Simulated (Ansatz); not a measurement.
Input

```
crystal:
  periodic: [false, false, false]
  atoms:
    - { symbol: Al, position_ang: [-0.984038, 0.0, 0.46713] }
    - { symbol: H, position_ang: [1.58618, 0.0, 1.475884] }
    - { symbol: Cl, position_ang: [2.448496, 0.0, 0.453722] }
    - { symbol: Cl, position_ang: [-1.683838, 0.0, -1.607536] }
basis:
  gaussian: { orbitals: cc-pVDZ }
hamiltonian:
  xc: pbe0
  dispersion: d4
relax:
  f_tol: 0.03
  max_steps: 50
output:
  orbitals: {}
```

Launched as:

```sh
ansatz run input.yaml --threads 1 --pin off --max-ram 2048MiB --backend cpu --events-out ev --progress --plain --runs-dir out
```

The fields are those of the run's last geometry, not of the input's.

These are results of Ansatz 0.2.0, RKS PBE0-D4/cc-pVDZ, not measurements.

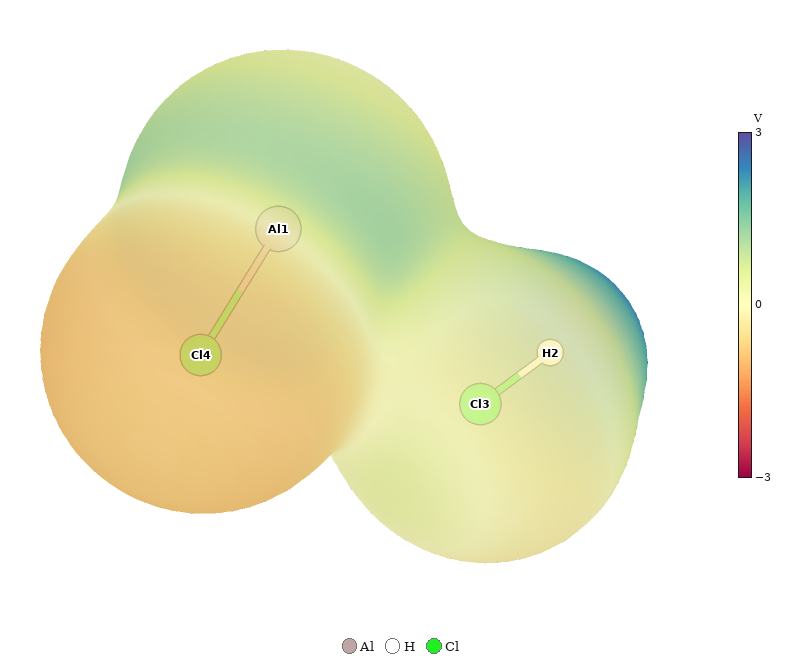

AlCl···HCl. The molecular electrostatic potential painted on the density surface at 0.002 e/bohr³, seen at a tilt; red is negative and blue positive.

Question: Where is the surface potential most negative and most positive?

Answer: The most negative region (about −0.9 V, or −21 kcal/mol for a unit charge) lies over Cl4, the most positive (about +2.8 V, or +65 kcal/mol for a unit charge) over H2.
